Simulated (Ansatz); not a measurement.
HCl···CH3 (doublet)

Input file:

```
crystal:
  periodic: [false, false, false]
  atoms:
    - { symbol: Cl, position_ang: [-1.5866, -0.7984, -0.0561] }
    - { symbol: C, position_ang: [0.2463, 0.1421, 0.0176] }
    - { symbol: H, position_ang: [0.0429, -0.8263, -0.4322] }
    - { symbol: H, position_ang: [0.1178, 0.2196, 1.0912] }
    - { symbol: H, position_ang: [1.3592, 0.2676, -0.122] }
    - { symbol: H, position_ang: [-0.1795, 0.9954, -0.4986] }
magnetization:
  spin_polarized: true
  initial_magnetization: 1
basis:
  gaussian: { orbitals: def2-mTZVP }
hamiltonian:
  xc: b3lyp
relax:
  f_tol: 0.15
  max_steps: 25
  restrain:
    - { distance: [0, 2], at: 1.33, k: 30.0 }
    - { distance: [1, 0], at: 3.08, k: 30.0 }
output:
  orbitals: {}
```

Launched as:

```sh
ansatz run input.yaml --threads 2 --pin off --max-ram 3072MiB --backend cpu --events-out ev --progress --plain --runs-dir out
```

The fields are those of the run's last geometry, not of the input's.

These are results of UKS B3LYP/def2-mTZVP in Ansatz, not measurements.

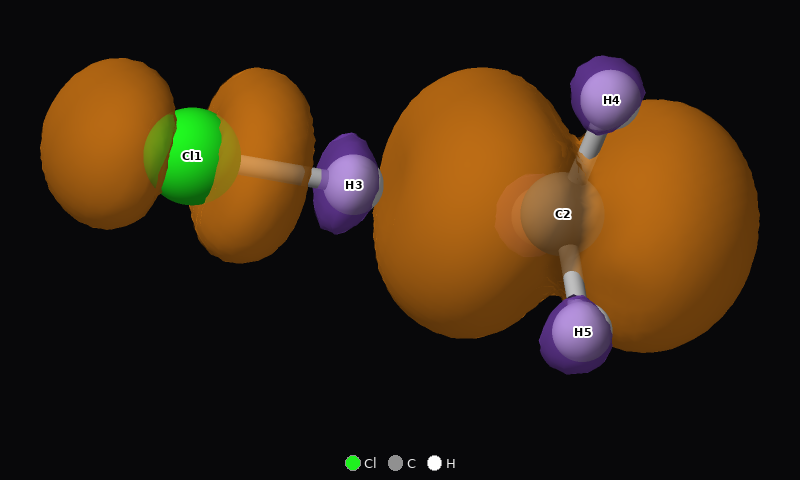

Figure 1. Isosurfaces of the spin density at +0.02 (orange) and −0.02 e/Å³ (purple), seen at a tilt.

Q: Which atoms carry the spin?

A: The unpaired spin (1 electron) lies mostly on C2 (about 0.7) and Cl1 (about 0.2), in electrons by Hirshfeld's partition.

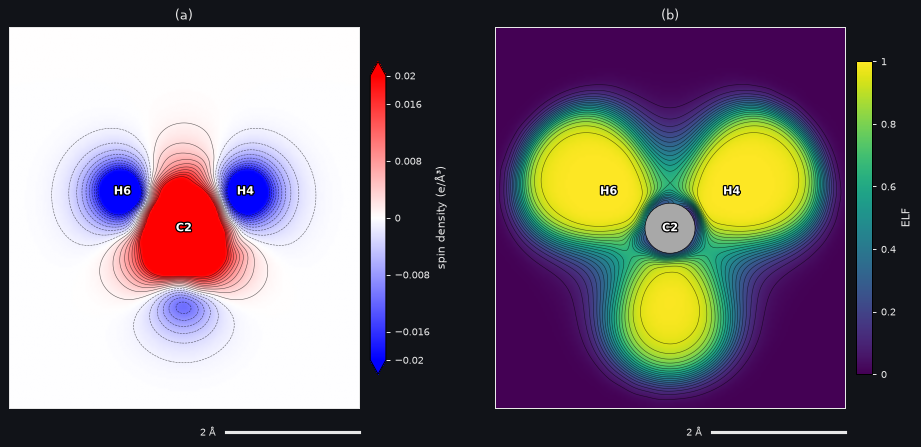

Figure 2. (a) spin density; (b) electron localisation function on the plane of atoms H4, C2 and H6. Grey discs cover the atomic cores in the ELF map.

Q: Interpret the plot.

A: The section cuts through C and H sites.
C–H (1.08 Å): the ELF climbs to about 1 towards the hydrogen, as it does in any bond to H: a covalent bond by its length.

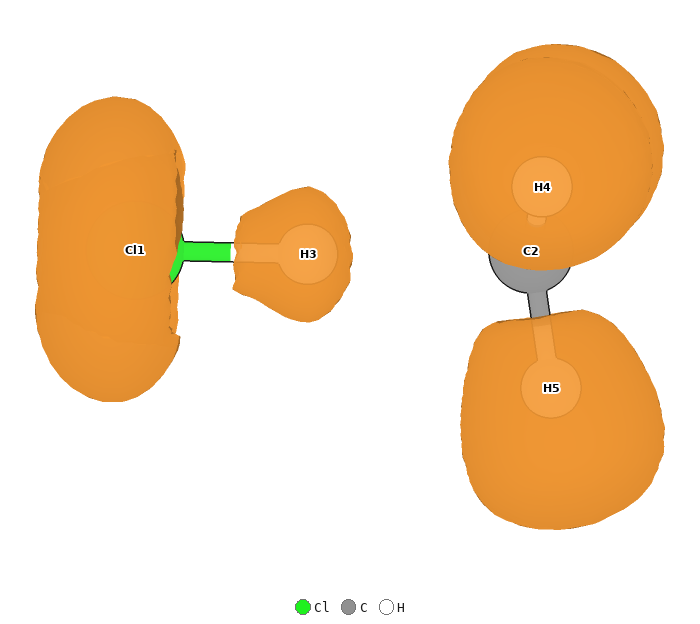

Figure 3. Isosurface of the electron localisation function at 0.85 (orange), seen across its widest extent. Core shells and regions of very low density are left out.

Q: Describe the localisation domains.

A: The surface consists of four regions around hydrogen nuclei and one ring or bowl of non-bonding electrons around Cl.


C2···H3 (1.74 Å): the ELF climbs to about 1 towards the hydrogen.
